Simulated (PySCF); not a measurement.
SMILES C[CH](C)[Be][Br] at its CAM-B3LYP/def2-SVP optimised geometry (Å):

```
12

Be    -0.7131     0.0649     0.0000
Br    -2.6745     0.0807    -0.0215
C      0.9671     0.0649     0.0000
C      1.5729    -1.3483     0.0085
C      1.5696     0.9253     1.1231
H      1.2517     0.5372    -0.9626
H      2.6745    -1.3129    -0.0603
H      1.3306    -1.8894     0.9383
H      1.2151    -1.9662    -0.8304
H      1.2098     1.9662     1.0969
H      2.6711     0.9602     1.0546
H      1.3265     0.5215     2.1200
```

Method: CAM-B3LYP/def2-TZVP (PySCF 2.14.0). Cells within 0.4 Å of a nucleus heavier than hydrogen are left out (blank, or x).

Map of the electrostatic potential (hartree/e), clipped to [-0.08, 0.12] on the plane z = 0.0 Å:

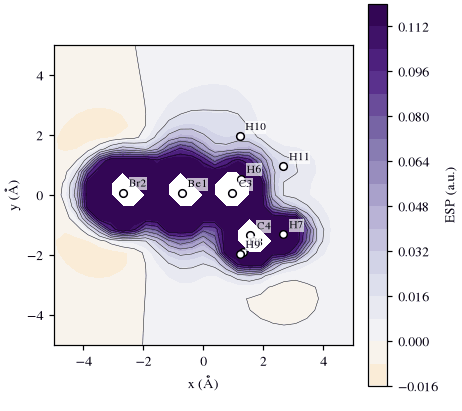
Figure. Electrostatic potential (hartree/e), clipped to [-0.08, 0.12] on the plane z = 0.0 Å.
